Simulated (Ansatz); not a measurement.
# GeHF (singlet): PBE, r2SCAN, PBE0, B3LYP, wB97M-V, B2PLYP, RPA-PBE over vertical spin and charge gaps, cc-pVDZ

Aim: run GeHF (singlet) with these functionals over vertical spin and charge gaps, and hold them against the top wave-function level at the same points.

Method: cc-pVDZ, all electrons in the functionals, frozen cores in the correlation of double hybrids and RPA; program: Ansatz 0.2.0, Gaussian basis.

Plan: PBE, r2SCAN, PBE0, B3LYP, wB97M-V, B2PLYP, RPA-PBE, at charge 0, singlet; charge 0, triplet; charge 1, doublet.

10 further runs of the same task are left out: 7 for a known fault of the program, 3 set aside as unsound or not needed.

### 1 What is computed

The geometry is a PBE0/def2-TZVP stationary point (not a proven minimum). No spin-orbit coupling is included. The filled d shell of Ge may be among the frozen orbitals whatever the setting's name suggests; the logs give the count.

3 atoms, charge 0, spin multiplicity 1.

Atoms are counted from 1 here; the program's logs count them from 0.

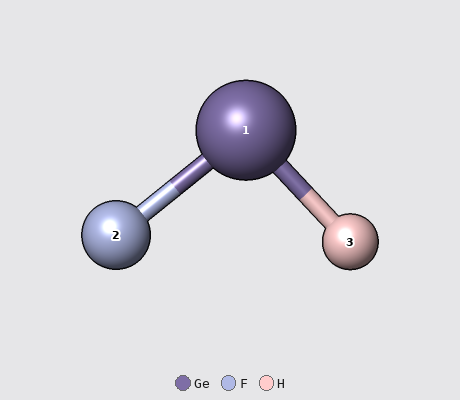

The geometry (germanium purple, fluorine light blue, hydrogen pink); atoms are numbered from 1 in the order of the file.

No dispersion term is added; wB97M-V holds VV10 nonlocal correlation. B3LYP takes the VWN-RPA correlation.

The geometry shown and the zero of energy belong to the point charge 0, singlet. The yardstick, UCCSDTQ, and other wave-function levels (R restricted, U unrestricted, valence and pair active spaces) come from earlier runs.

### 2 PBE, charge 0, singlet

File in.yaml:

```yaml
crystal:
  periodic: [false, false, false]
  atoms:
    - {symbol: Ge, position_ang: [0.000000, -0.031999, 0.357936]}
    - {symbol: F, position_ang: [0.000000, 0.039207, -1.397243]}
    - {symbol: H, position_ang: [0.000000, 1.567096, 0.540598]}
basis:
  gaussian: {orbitals: cc-pVDZ}
hamiltonian: {xc: {name: PBE}}
output: {orbitals: {seedname: orbitals}}
```

On the command line:

```bash
$ ansatz run in.yaml --threads 1 --pin off --events-out ev --progress --plain --max-ram 4096MiB --backend cpu
```

The runs that follow: PBE, charge 0, triplet; PBE, charge 1, doublet; r2SCAN, charge 0, singlet; r2SCAN, charge 0, triplet; r2SCAN, charge 1, doublet; PBE0, charge 0, singlet; PBE0, charge 0, triplet; PBE0, charge 1, doublet; B3LYP, charge 0, singlet; B3LYP, charge 0, triplet; B3LYP, charge 1, doublet; wB97M-V, charge 0, singlet; wB97M-V, charge 0, triplet; wB97M-V, charge 1, doublet; B2PLYP, charge 0, singlet; B2PLYP, charge 0, triplet; B2PLYP, charge 1, doublet; RPA-PBE, charge 0, singlet; RPA-PBE, charge 0, triplet; RPA-PBE, charge 1, doublet.

**Question.** What will the summary of the whole plan be? Wanted: singlet to triplet, UCCSDTQ; ionisation to the doublet cation, UCCSDTQ; largest miss, PBE; largest miss, r2SCAN; largest miss, PBE0; largest miss, B3LYP; largest miss, wB97M-V; largest miss, B2PLYP; largest miss, RPA-PBE.

The runs gave:

| quantity | value |
| --- | --- |
| singlet to triplet, UCCSDTQ | 46.6 kcal/mol |
| ionisation to the doublet cation, UCCSDTQ | 220.8 kcal/mol |
| largest miss, PBE | -0.6 kcal/mol (singlet to triplet) |
| largest miss, r2SCAN | -4.4 kcal/mol (singlet to triplet) |
| largest miss, PBE0 | +3.5 kcal/mol (ionisation to the doublet cation) |
| largest miss, B3LYP | +5.3 kcal/mol (ionisation to the doublet cation) |
| largest miss, wB97M-V | +4.4 kcal/mol (ionisation to the doublet cation) |
| largest miss, B2PLYP | +1.5 kcal/mol (ionisation to the doublet cation) |
| largest miss, RPA-PBE | +2.3 kcal/mol (ionisation to the doublet cation) |
| largest miss, RCCSD(T) | +0.3 kcal/mol (ionisation to the doublet cation) |
| largest miss, UCCSD(T) | +0.2 kcal/mol (ionisation to the doublet cation) |

**Reading.** Of the functionals, PBE keep the smallest largest miss at the points compared (at most 0.6 kcal/mol) and B3LYP strays most (5.3 kcal/mol, at ionisation to the doublet cation). Functionals and the yardstick converge differently with the basis, so part of each miss in cc-pVDZ is the basis.
